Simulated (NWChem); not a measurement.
**the pair CH5FSi···N2, step by step**

Aim: a single-point energy (singlet CH5FN2Si, B97-D/STO-3G), then the energy (singlet CH5FSi, B97-D/STO-3G), then the energy (singlet N2, B97-D/STO-3G), then a single-point energy (singlet CH5FSi, B97-D/STO-3G), then the energy (singlet N2, B97-D/STO-3G) of CH5FN2Si and its partners. 

Program for the calculation: NWChem 7.3.0.

### Step 1. The molecule

CH5FN2Si has 10 atoms, charge 0, and is taken as a singlet. The two molecules were placed rigidly side by side, at 1.3 times their contact distance; the pair isn't optimised.

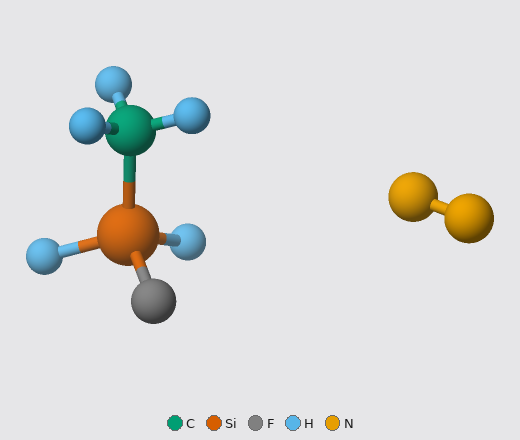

The structure, seen from a chosen angle (carbon teal, silicon orange, fluorine grey, hydrogen blue, nitrogen amber).

### Step 2. The energy at B97-D/STO-3G (run 1)

Input file mymol.nw:

```
start mymol
memory stack 880 mb heap 220 mb global 1100 mb

geometry units bohr noautosym nocenter noautoz
  C     -1.00707285     1.33690564    -0.81260113
  Si     0.82558355    -1.19967373     0.76002895
  F      3.65658226    -1.21403565    -0.32467385
  H     -1.08455162     1.03870686    -2.85369432
  H     -2.94460904     1.36128311    -0.09356034
  H     -0.16765650     3.18883725    -0.45619878
  H      0.99620692    -0.78166631     3.52942259
  H     -0.27442603    -3.73039496     0.25131468
  N      0.47382993    -4.02283008    -7.81084279
  N      1.45308601    -4.63162425    -9.51664187
end

basis spherical bse
  C library STO-3G
  Si library STO-3G
  F library STO-3G
  H library STO-3G
  N library STO-3G
end

dft
  xc becke97-d
  grid fine
  convergence energy 1e-08
  iterations 100
  mulliken
  print low
end

task dft
```

Started as:

```console
$ nwchem mymol.nw > mymol.out
```

Output:

```text
[...]
 d= 0,ls=0.0,diis     1   -533.0692098538 -7.22D+02  1.51D-01  3.97D-01     0.5
[...]
 d= 0,ls=0.0,diis    12   -533.1559514741 -6.07D-09  8.77D-07  3.30D-10     4.5
         Total DFT energy =     -533.155951474060
      One electron energy =    -1112.413299531277
           Coulomb energy =      443.057338338558
    Exchange-Corr. energy =      -52.543957180270
 Nuclear repulsion energy =      188.749935296207
    Dispersion correction =       -0.005968397278
[...]
      Total Density - Mulliken Population Analysis
     ---------------------------------------------
    Atom       Charge   Shell Charges
 -----------   ------   -------------------------------------------------------
    1 C    6     6.41   1.99  1.26  3.16
    2 Si  14    13.26   2.00  1.98  5.88  1.21  2.19
    3 F    9     9.25   2.00  1.97  5.28
    4 H    1     0.93   0.93
    5 H    1     0.93   0.93
    6 H    1     0.93   0.93
    7 H    1     1.15   1.15
    8 H    1     1.15   1.15
    9 N    7     7.00   2.00  1.78  3.22
   10 N    7     7.00   2.00  1.78  3.22
[...]
```

Run time: 5.4 s. Hardware: 1 thread of Intel Xeon 6975P-C (Granite Rapids), shared host; peak memory 0.11 GiB.

### Step 3. CH5FSi: the energy at B97-D/STO-3G (run 2)

Input file sp.nw:

```
start sp
title "CH5FSi"
memory 2200 mb

geometry units au noautosym nocenter noautoz
C   -1.00707285   1.33690564  -0.81260113
Si   0.82558355  -1.19967373   0.76002895
F    3.65658226  -1.21403565  -0.32467385
H   -1.08455162   1.03870686  -2.85369432
H   -2.94460904   1.36128311  -0.09356034
H   -0.16765650   3.18883725  -0.45619878
H    0.99620692  -0.78166631   3.52942259
H   -0.27442603  -3.73039496   0.25131468
end

basis spherical bse
* library STO-3G
end

dft
xc becke97-d
mult 1
grid fine
convergence energy 1e-08
iterations 100
mulliken
noprint "final vectors analysis"
end

task dft energy
```

Started as:

```console
$ nwchem sp.nw > sp.out
```

Output:

```text
[...]
          Wavefunction type:  closed shell.
          No. of atoms     :     8
          No. of electrons :    34
[...]
          Charge           :     0
          Spin multiplicity:     1
[...]
          AO basis - number of functions:    24
[...]
              XC Information
              --------------
                   Becke 97-D Method XC Functional
                  Becke 1997-D Exchange Functional  1.000
                Becke 1997-D Correlation Potential  1.000
[...]
 d= 0,ls=0.0,diis     1   -425.0698609686 -5.41D+02  9.08D-02  3.52D-01     0.4
[...]
 d= 0,ls=0.0,diis     8   -425.1543977385 -2.55D-10  1.88D-06  6.73D-10     2.2
         Total DFT energy =     -425.154397738529
      One electron energy =     -821.589830200021
           Coulomb energy =      319.375491817727
    Exchange-Corr. energy =      -38.893686440313
 Nuclear repulsion energy =      115.959115549817
    Dispersion correction =       -0.005488465739
[...]
      Total Density - Mulliken Population Analysis
     ---------------------------------------------
    Atom       Charge   Shell Charges
 -----------   ------   -------------------------------------------------------
    1 C    6     6.41   1.99  1.26  3.16
    2 Si  14    13.26   2.00  1.98  5.88  1.21  2.19
    3 F    9     9.25   2.00  1.97  5.28
    4 H    1     0.93   0.93
    5 H    1     0.93   0.93
    6 H    1     0.93   0.93
    7 H    1     1.15   1.15
    8 H    1     1.15   1.15
[...]
```

It took 2.8 s on 1 thread of Intel Xeon 6975P-C (Granite Rapids), shared host; peak memory 0.11 GiB.

### Step 4. N2: the energy at B97-D/STO-3G (run 3)

Input file n2.nw:

```
START n2
TITLE "N2 energy"
memory stack 880 mb heap 220 mb global 1100 mb
charge 0

GEOMETRY units angstroms noautosym nocenter noautoz
 N     0.250740   -2.128790   -4.133320
 N     0.768940   -2.450950   -5.035990
END

BASIS spherical bse
 N library STO-3G
END

DFT
 xc becke97-d
 grid fine
 convergence energy 1e-08
 iterations 100
 mulliken
 noprint "final vectors analysis"
END

TASK dft energy
```

Started as:

```console
$ nwchem n2.nw > n2.out
```

Output:

```text
[...]
          Wavefunction type:  closed shell.
          No. of atoms     :     2
          No. of electrons :    14
[...]
          Charge           :     0
          Spin multiplicity:     1
[...]
          AO basis - number of functions:    10
[...]
              XC Information
              --------------
                   Becke 97-D Method XC Functional
                  Becke 1997-D Exchange Functional  1.000
                Becke 1997-D Correlation Potential  1.000
[...]
 d= 0,ls=0.0,diis     1   -107.9984150262 -1.32D+02  2.61D-02  4.51D-02     0.1
[...]
 d= 0,ls=0.0,diis     5   -108.0008859784  2.84D-13  9.26D-08  2.57D-12     0.2
         Total DFT energy =     -108.000885978399
      One electron energy =     -192.811277096378
           Coulomb energy =       74.661982210194
    Exchange-Corr. energy =      -13.649993824510
 Nuclear repulsion energy =       23.798404490948
    Dispersion correction =       -0.000001758652
[...]
      Total Density - Mulliken Population Analysis
     ---------------------------------------------
    Atom       Charge   Shell Charges
 -----------   ------   -------------------------------------------------------
    1 N    7     7.00   2.00  1.78  3.22
    2 N    7     7.00   2.00  1.78  3.22
[...]
```

Run time: 0.78 s. Hardware: 1 thread of Intel Xeon 6975P-C (Granite Rapids), shared host; peak memory 0.1 GiB.

### Step 5. CH5FSi among ghost functions: the energy at B97-D/STO-3G (with ghost functions) (run 4)

Input file input.nw:

```
start input
title "CH5FSi"
memory 2200 mb

geometry units angstrom noautosym nocenter noautoz
  C     -0.532920     0.707460    -0.430010
  Si     0.436880    -0.634840     0.402190
  F      1.934980    -0.642440    -0.171810
  H     -0.573920     0.549660    -1.510110
  H     -1.558220     0.720360    -0.049510
  H     -0.088720     1.687460    -0.241410
  H      0.527170    -0.413640     1.867690
  H     -0.145220    -1.974040     0.132990
  bqN      0.250740    -2.128790    -4.133320
  bqN      0.768940    -2.450950    -5.035990
end

basis spherical bse
  C library STO-3G
  Si library STO-3G
  F library STO-3G
  H library STO-3G
  bqN library N STO-3G
end

dft
  xc becke97-d
  mult 1
  grid fine
  convergence energy 1e-08
  iterations 100
  mulliken
  noprint "final vectors analysis"
end

task dft
```

Started as:

```console
$ nwchem input.nw > input.out
```

Output:

```text
[...]
          Wavefunction type:  closed shell.
          No. of atoms     :    10
          No. of electrons :    34
[...]
          Charge           :     0
          Spin multiplicity:     1
[...]
          AO basis - number of functions:    34
[...]
              XC Information
              --------------
                   Becke 97-D Method XC Functional
                  Becke 1997-D Exchange Functional  1.000
                Becke 1997-D Correlation Potential  1.000
[...]
 d= 0,ls=0.0,diis     1   -425.0698591017 -5.41D+02  6.41D-02  3.52D-01     0.5
[...]
 d= 0,ls=0.0,diis     8   -425.1543957580 -2.55D-10  1.33D-06  6.72D-10     2.9
         Total DFT energy =     -425.154395757991
      One electron energy =     -821.589844176446
           Coulomb energy =      319.375490875577
    Exchange-Corr. energy =      -38.893677960983
 Nuclear repulsion energy =      115.959123969436
    Dispersion correction =       -0.005488465574
[...]
      Total Density - Mulliken Population Analysis
     ---------------------------------------------
    Atom       Charge   Shell Charges
 -----------   ------   -------------------------------------------------------
    1 C    6     6.41   1.99  1.26  3.16
    2 Si  14    13.26   2.00  1.98  5.88  1.21  2.19
    3 F    9     9.25   2.00  1.97  5.28
    4 H    1     0.93   0.93
    5 H    1     0.93   0.93
    6 H    1     0.93   0.93
    7 H    1     1.15   1.15
    8 H    1     1.15   1.15
    9 X    0     0.00   0.00  0.00  0.00
   10 X    0     0.00   0.00  0.00  0.00
[...]
```

Wall time 3.6 s (1 thread of Intel Xeon 6975P-C (Granite Rapids), shared host); peak memory 0.12 GiB.

### Step 6. N2 among ghost functions: a single-point energy at B97-D/STO-3G (with ghost functions) (run 5)

Input file mymol.nw:

```
start mymol
title "N2 energy"
memory stack 880 mb heap 220 mb global 1100 mb
geometry units angstrom noautosym nocenter noautoz
N        0.250740      -2.128790      -4.133320
N        0.768940      -2.450950      -5.035990
bqC     -0.532920     0.707460    -0.430010
bqSi     0.436880    -0.634840     0.402190
bqF      1.934980    -0.642440    -0.171810
bqH     -0.573920     0.549660    -1.510110
bqH     -1.558220     0.720360    -0.049510
bqH     -0.088720     1.687460    -0.241410
bqH      0.527170    -0.413640     1.867690
bqH     -0.145220    -1.974040     0.132990
end
basis spherical bse
N library STO-3G
bqC library C STO-3G
bqSi library Si STO-3G
bqF library F STO-3G
bqH library H STO-3G
end
dft
xc becke97-d
grid fine
convergence energy 1e-08
iterations 100
mulliken
noprint "final vectors analysis"
end
task dft energy
```

Started as:

```console
$ nwchem mymol.nw > mymol.out
```

Output:

```text
[...]
          Wavefunction type:  closed shell.
          No. of atoms     :    10
          No. of electrons :    14
[...]
          Charge           :     0
          Spin multiplicity:     1
[...]
          AO basis - number of functions:    34
[...]
              XC Information
              --------------
                   Becke 97-D Method XC Functional
                  Becke 1997-D Exchange Functional  1.000
                Becke 1997-D Correlation Potential  1.000
[...]
 d= 0,ls=0.0,diis     1   -107.9984219085 -1.32D+02  7.68D-03  4.51D-02     0.4
[...]
 d= 0,ls=0.0,diis     5   -108.0008929656 -3.16D-09  4.64D-08  5.02D-12     1.4
         Total DFT energy =     -108.000892965561
      One electron energy =     -192.811200125986
           Coulomb energy =       74.661888544619
    Exchange-Corr. energy =      -13.649984116491
 Nuclear repulsion energy =       23.798404490948
    Dispersion correction =       -0.000001758652
[...]
      Total Density - Mulliken Population Analysis
     ---------------------------------------------
    Atom       Charge   Shell Charges
 -----------   ------   -------------------------------------------------------
    1 N    7     7.00   2.00  1.78  3.22
    2 N    7     7.00   2.00  1.78  3.22
    3 X    0    -0.00   0.00 -0.00 -0.00
    4 X    0     0.00   0.00  0.00 -0.00  0.00  0.00
    5 X    0    -0.00  -0.00 -0.00 -0.00
    6 X    0     0.00   0.00
    7 X    0     0.00   0.00
    8 X    0     0.00   0.00
    9 X    0    -0.00  -0.00
   10 X    0     0.00   0.00
[...]
```

It took 2 s on 1 thread of Intel Xeon 6975P-C (Granite Rapids), shared host; peak memory 0.12 GiB.

### Step 7. Results

| quantity | value |
| --- | --- |
| run 1, B97-D/STO-3G: total energy | -533.15595 Eh |
| run 1, B97-D/STO-3G: dispersion energy | -15.67 kJ/mol |
| CH5FSi: total energy | -425.15440 Eh |
| CH5FSi: dipole moment | 0.65 D |
| CH5FSi: dispersion energy | -14.41 kJ/mol |
| N2: total energy | -108.00089 Eh |
| N2: dipole moment | 0.00 D |
| N2: dispersion energy | 0.00 kJ/mol |
| CH5FSi among ghost functions: total energy | -425.15440 Eh |
| CH5FSi among ghost functions: dipole moment | 0.65 D |
| CH5FSi among ghost functions: dispersion energy | -14.41 kJ/mol |
| N2 among ghost functions: total energy | -108.00089 Eh |
| N2 among ghost functions: dipole moment | 0.00 D |
| N2 among ghost functions: dispersion energy | 0.00 kJ/mol |
| interaction energy of the rigid parts CH5FSi and N2 (parts in their own basis; closest atoms 3.84 Å apart) | -0.018 eV |
| interaction energy of the rigid parts CH5FSi and N2 (parts in the whole basis, counterpoise; closest atoms 3.84 Å apart) | -0.018 eV |

**Reading.** The interaction energy of the rigid parts CH5FSi and N2 (parts in their own basis; closest atoms 3.84 Å apart) is −0.02 eV (−1.8 kJ/mol). Without counterpoise this holds the superposition error of the basis. The interaction energy of the rigid parts CH5FSi and N2 (parts in the whole basis, counterpoise; closest atoms 3.84 Å apart) is −0.02 eV (−0.4 kcal/mol). The basis-set superposition error is 0.0 kJ/mol.
